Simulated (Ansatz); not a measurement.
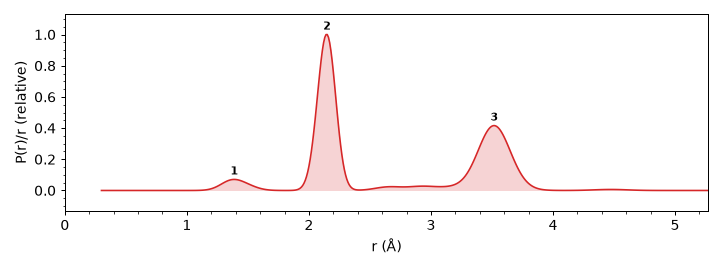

Simulated gas electron diffraction: radial distribution curve of ClH₃S₂Si. Each pair of atoms contributes with weight ZᵢZⱼ/r; damping constant 0.001 Å²; vibrational amplitudes assumed, not computed: 0.05 Å for bonds, 0.078 Å for bonds to H, 0.06 + 0.015 r up to 0.15 Å for other pairs. The geometry is the end point of an optimisation (RKS BLYP/def2-SVP in Ansatz 0.2.0); it may be a saddle point or a higher isomer.

Question: Read the positions of the numbered peaks and name the main pairs (– for bonds).

Answer: Peak 1, 1.39 Å: S–H 1.37 Å (×2), Si–H 1.49 Å, not resolved
Peak 2, 2.15 Å: Cl–Si 2.10 Å, S–Si 2.16–2.17 Å (×2), not resolved
Peak 3, 3.52 Å: Cl···S 3.49–3.58 Å (×2), S···S 3.49 Å, not resolved
